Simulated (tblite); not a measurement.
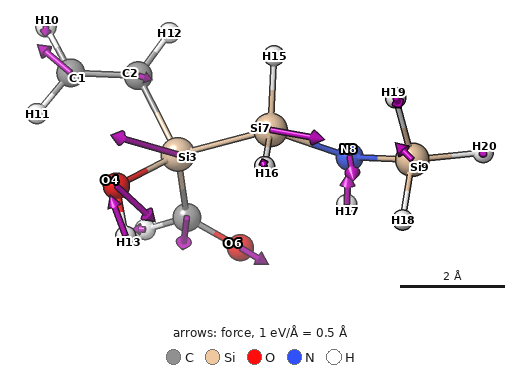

Starting geometry of C₃H₁₁NO₂Si₃ with the computed forces as purple arrows. A ball-and-stick model, seen at a tilt.

The calculation used tblite, GFN2-xTB geometry optimisation, gas phase. 

Question: What follows when this structure is relaxed?

Answer: It isn't relaxed: the largest force vector, on a Si atom, is 3.31 eV/Å. The final displacements have little in common with the starting forces (cosine between the two patterns 0.13). Over 195 geometry steps the energy falls by 107.6 kJ/mol. An H atom moves most after the best rigid fit: 1.06 Å. By element the largest moves are H 1.06 Å, Si 0.70 Å, O 0.65 Å, N 0.57 Å, C 0.38 Å. Near-neighbour distances that change, for instance: Si–Si 2.177 → 2.304 Å, C–Si 1.811 → 1.930 Å, O–Si 1.719 → 1.639 Å, N–Si 1.806 → 1.732 Å. Bond angles that change, for instance: Si–N–Si 106.5° → 128.7°, Si–O–H 108.2° → 123.5°, Si–Si–N 115.7° → 105.9°. Groups turn about C–Si by about 45°, C–Si by about 35°, O–Si by about 30°.
